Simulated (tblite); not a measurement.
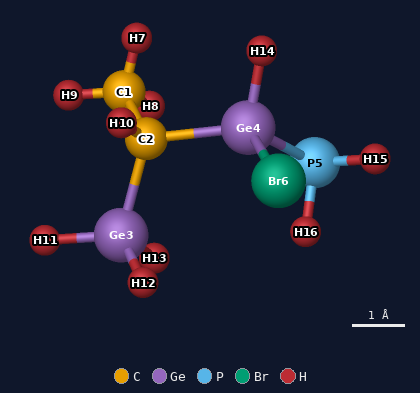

Fig. 1: The structure (ball-and-stick view, seen at a tilt; atoms are numbered from 1 in the order of the input). Sticks mark near contacts. Bond lengths as drawn: Br–Ge 2.32 Å, C–C 1.52 Å, C–Ge 1.97 to 2.01 Å, C–H 1.09 Å, Ge–H 1.49 to 1.55 Å, Ge–P 2.33 Å and H–P 1.39 Å.

Frequency calculation of C2H10BrGe2P

C2H10BrGe2P, SMILES C[C@@H]([GeH3])[Ge@H]([PH2])[Br], computed with GFN2-xTB harmonic vibrations, gas phase (tblite 0.8.0).

It belongs to a series of runs on one base structure; here: H on Ge replaced by Br.

## Input
```
{"job": {"kind": "ir", "xc": "GFN2-xTB", "basis": "xTB"}, "charge": 0, "multiplicity": 1}
C     -1.145872     1.529546     0.105203
C     -0.693990     0.182777     0.652154
Ge    -1.433129    -1.302833    -0.418642
Ge     1.314953     0.150647     0.693188
P      2.312041     0.279599    -1.403817
Br     2.004009    -1.694787     1.923630
H     -0.760373     2.351603     0.711283
H     -0.790860     1.665904    -0.917783
H     -2.235034     1.594226     0.094236
H     -1.035928     0.068409     1.685042
H     -2.927688    -1.236269    -0.396857
H     -0.994651    -2.638150     0.089291
H     -0.989265    -1.168045    -1.843036
H      1.781390     1.321203     1.594724
H      3.564544    -0.044653    -0.895977
H      2.022255    -1.050232    -1.684051
```

The first line tells a small driver script what to run in tblite; the rest is the geometry in Å.

Run on 1 CPU thread, shared host.

Command:
```bash
OMP_NUM_THREADS=1 python <driver script> task.json out
```

## The program's output
```
mode    cm-1     km/mol
  1      18.9      0.24
  2      57.9      3.88
  3      62.3      2.04
  4      90.3      6.20
  5      97.8      7.45
  6     134.8      5.41
  7     148.5      8.02
  8     202.0      0.30
  9     213.1      0.01
 10     243.0      1.79
 11     288.2     11.11
 12     342.5     10.89
 13     414.3      6.09
 14     499.1     54.88
 15     530.0     23.85
 16     592.1    252.64
 17     620.3    267.49
 18     657.9     52.53
 19     692.6     43.42
 20     736.0    131.03
 21     771.5    313.84
 22     845.8     83.29
 23     856.3    134.50
 24     972.9     15.16
 25    1023.1      8.67
 26    1061.6      9.67
 27    1100.5     12.61
 28    1118.3      5.23
 29    1239.4      5.31
 30    1418.5      5.76
 31    1489.4      2.53
 32    1494.6      7.35
 33    1669.9    474.64
 34    1974.2    128.52
 35    2060.6    422.13
 36    2077.2    449.26
 37    2259.5     71.90
 38    2320.0    100.47
 39    2903.9     43.32
 40    2972.8     40.15
 41    2976.9     40.77
 42    2988.2     10.21
```

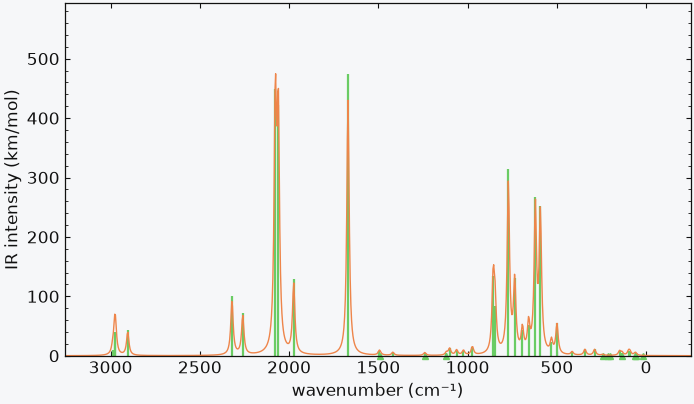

Fig. 2: Harmonic infrared spectrum, unscaled: sticks (degenerate modes added up, dark ones marked on the axis) with a Lorentzian envelope of 16 cm⁻¹ full width, scaled to the tallest stick. 42 modes from 19 to 2988 cm⁻¹, none imaginary. The strongest line is at 1670 cm⁻¹ (475 km/mol).

## Summary

| quantity | value |
| --- | --- |
| outcome | converged |
| total energy | −540.8547 eV |
| zero-point energy | 63.2390 kcal/mol |
| wall time | 2.5 s |
| peak memory | 0.18 GiB |
